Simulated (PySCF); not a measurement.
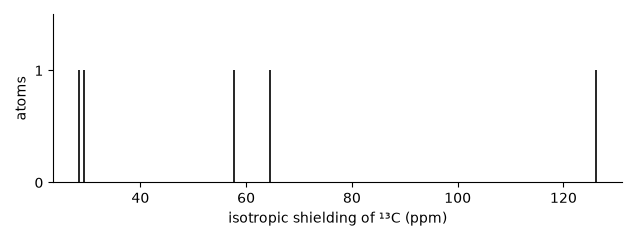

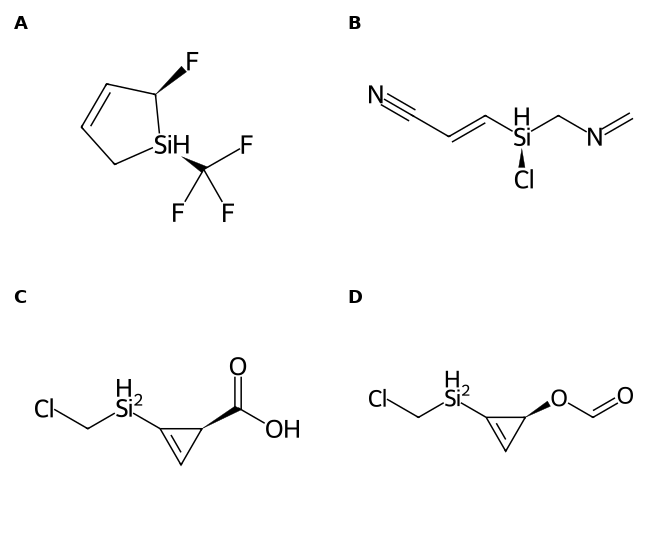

The sticks are computed shieldings of one of the molecules, for one fixed geometry (GFN2-xTB) without averaging over rotations. Low shielding means a high chemical shift. Method: GIAO PBE0/pcSseg-1 NMR shielding, non-relativistic, gas phase (PySCF 2.14.0).

> Match the spectrum to a structure.

B, `C=NC[Si@@H](Cl)/C=C/C#N`. Its 5 C atoms give lines at 28.4, 29.3, 57.8, 64.5, 126.2 ppm.

The geometry is semi-empirical. Around Si such bond lengths and angles can be off by a tenth of an ångström or more and by several degrees, and values that hang on the shape move with them.
